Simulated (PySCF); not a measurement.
# C$_{4}$H$_{5}$ClOSi: NMR shielding calculation

The run: NMR shielding calculation of C$_{4}$H$_{5}$ClOSi, SMILES C=C([SiH3])C(Cl)=C=O. Method and program: GIAO PBE0/def2-SVP NMR shielding, non-relativistic, gas phase (PySCF 2.14.0).

The geometry comes from this level: PBE0-D3(BJ)/def2-SVP. Figures and captions count atoms from 1; the log counts them from 0 in places.

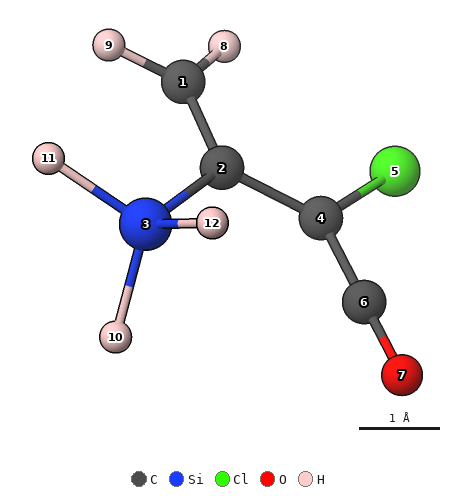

**Figure 1.** The input geometry (ball-and-stick view, seen at a tilt; atoms are numbered from 1 in the order of the input). Bond lengths as drawn: C–C 1.33 to 1.46 Å, C–Cl 1.75 Å, C–H 1.09 Å, C–O 1.16 Å, C–Si 1.89 Å and H–Si 1.49 to 1.50 Å.

**Input file**
```
{"job": {"kind": "nmr", "xc": "PBE0", "basis": "def2-SVP", "pop": true}, "charge": 0, "multiplicity": 1}
C      0.496933    -1.828711     0.058964
C      0.748694    -0.506122     0.084068
Si    -0.674923     0.700181    -0.196540
C      2.086931     0.016044     0.328140
Cl     3.448463    -1.039366     0.618359
C      2.403365     1.310383     0.346323
O      2.684926     2.434181     0.366321
H      1.288443    -2.567588     0.220629
H     -0.511664    -2.205333    -0.122511
H     -0.834301     1.598173     0.988112
H     -1.919144    -0.089775    -0.415328
H     -0.397138     1.563998    -1.385002
```

The first line tells a small driver script what to run in PySCF; the rest is the geometry in Å.

Run as:
```bash
OMP_NUM_THREADS=1 python <driver script> task.json out
```

**What the program printed**
```
coarse grid: 11784 points
cycle   1  E = -979.1055754680  dE =  9.143e-01  |g| = 6.911e-01  |ddm| = 4.081e+00
cycle   2  E = -978.7308745442  dE =  3.747e-01  |g| = 1.553e+00  |ddm| = 1.769e+00
cycle   3  E = -979.2012517553  dE = -4.704e-01  |g| = 1.802e-01  |ddm| = 1.253e+00
cycle   4  E = -979.2085280893  dE = -7.276e-03  |g| = 8.506e-02  |ddm| = 3.129e-01
cycle   5  E = -979.2104250603  dE = -1.897e-03  |g| = 1.737e-02  |ddm| = 1.190e-01
cycle   6  E = -979.2104931281  dE = -6.807e-05  |g| = 7.035e-03  |ddm| = 2.557e-02
cycle   7  E = -979.2105048343  dE = -1.171e-05  |g| = 2.073e-03  |ddm| = 8.155e-03
cycle   8  E = -979.2105058790  dE = -1.045e-06  |g| = 6.968e-04  |ddm| = 2.956e-03
final grid: 106576 points
cycle   9  E = -979.3325171714  dE = -2.271e-07  |g| = 1.075e-02  |ddm| = 3.002e-02
cycle  10  E = -979.3324240742  dE =  9.310e-05  |g| = 2.384e-02  |ddm| = 2.718e-02
cycle  11  E = -979.3325408488  dE = -1.168e-04  |g| = 1.485e-03  |ddm| = 1.963e-02
cycle  12  E = -979.3325413739  dE = -5.252e-07  |g| = 2.688e-04  |ddm| = 1.580e-03
cycle  13  E = -979.3325413920  dE = -1.812e-08  |g| = 1.168e-04  |ddm| = 5.008e-04
cycle  14  E = -979.3325413956  dE = -3.569e-09  |g| = 3.238e-05  |ddm| = 1.668e-04
cycle  15  E = -979.3325413959  dE = -2.635e-10  |g| = 7.739e-06  |ddm| = 4.020e-05
```

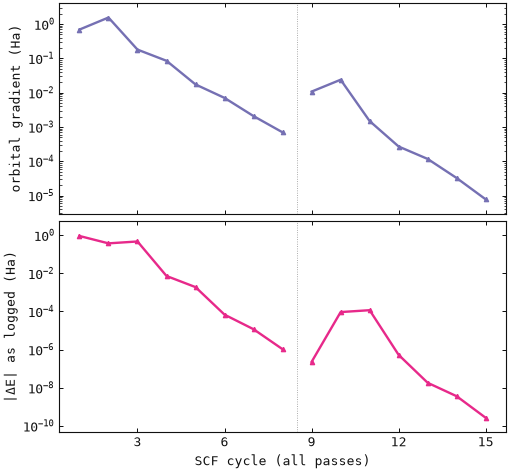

**Figure 2.** Convergence of the self-consistent field: orbital gradient and size of the energy change against the SCF cycle. The dotted line marks the change from a coarse to the final integration grid. The first 8 cycles use a coarse grid, the final grid takes over at cycle 9, and the field converges after 15 cycles in all.

```
converged SCF energy = -979.3325413959

GIAO shielding tensors (ppm)
atom      isotropic    diamagn.    paramagn.     s11        s22        s33       span
  0 C       70.213     251.939    -181.726    -24.081     62.140    172.582    196.663
  1 C       70.653     256.238    -185.585    -35.194     56.000    191.153    226.348
  2 Si     474.513     884.382    -409.869    421.859    480.196    521.484     99.625
  3 C      127.917     258.392    -130.475    105.082    135.920    142.748     37.666
  4 Cl     939.455    1141.609    -202.154    847.092    959.989   1011.285    164.192
  5 C      -12.094     266.908    -279.002    -57.587    -13.660     34.965     92.552
  6 O      -82.410     396.021    -478.431   -246.154   -172.548    171.474    417.628
  7 H       25.626      29.573      -3.946     22.479     23.021     31.379      8.900
  8 H       26.076      32.267      -6.191     23.718     24.224     30.285      6.568
  9 H       27.100      31.386      -4.286     23.781     25.807     31.712      7.931
 10 H       27.135      31.037      -3.901     23.735     25.947     31.724      7.989
 11 H       27.101      31.292      -4.191     23.777     25.817     31.710      7.933
```

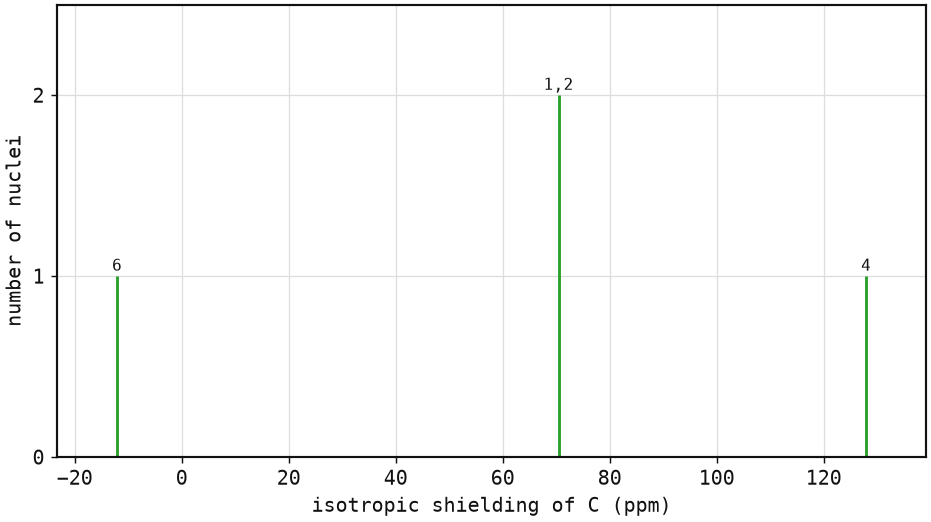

**Figure 3.** Isotropic shieldings of the carbon nuclei in this fixed geometry, labelled by atom number; shielding grows to the right, so chemical shift grows to the left. The least shielded is C6 (−12.1 ppm), the most shielded C4 (127.9 ppm).

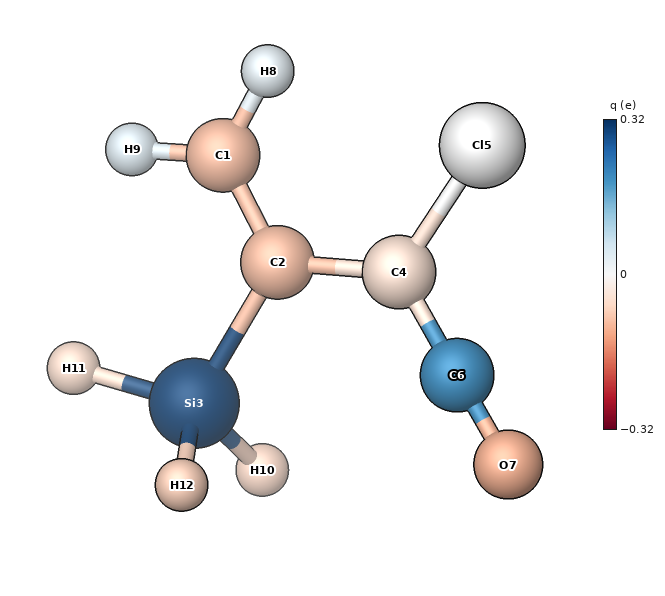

**Figure 4.** Hirshfeld charges, as the colour of each atom (ball-and-stick view, seen at a tilt; atoms are numbered from 1 in the order of the input). By element: C −0.10 to +0.20, Si +0.31, Cl 0.00, O −0.11 and H −0.08 to +0.05 e.

**Results in brief**

```csv
quantity,value
outcome,converged
total energy,−979.332541 hartree
HOMO,−6.47 eV
LUMO,−2.11 eV
dipole moment,0.98 D
"isotropic shielding, C",−12.1 to 127.9 ppm
"isotropic shielding, Si",474.5 ppm
"isotropic shielding, Cl",939.5 ppm
"isotropic shielding, O",−82.4 ppm
"isotropic shielding, H",25.6 to 27.1 ppm
hardware,"1 CPU thread, shared host"
wall time,14 s
peak memory,0.68 GiB
```
